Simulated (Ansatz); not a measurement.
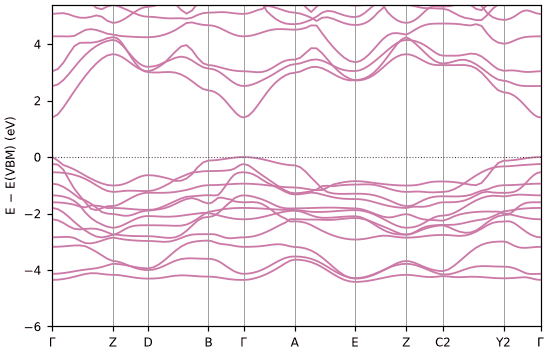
*Band structure from DFT-r²SCAN in the program Ansatz with PAW potentials*

**Question.** Read off the gap and where the band edges lie.

**Answer.** About 1.4 eV (1.40 eV by a search for the band edges); maximum at Γ, minimum at Γ.

The material is Cd3AsI3 in space group Pm (No. 6; Pearson symbol mP7).

The first step of the workflow began from a Materials Project structure, measured or hypothetical; the Crystallography Open Database copy checked does not list it. Its standing as an ambient phase is unchecked. The r²SCAN relaxation kept the symmetry of its start; whether a distortion lowers the energy is not shown. Scalar-relativistic: spin–orbit coupling is off unless named, which matters more the heavier the elements.

Potentials: the later of the program's two PAW sets.
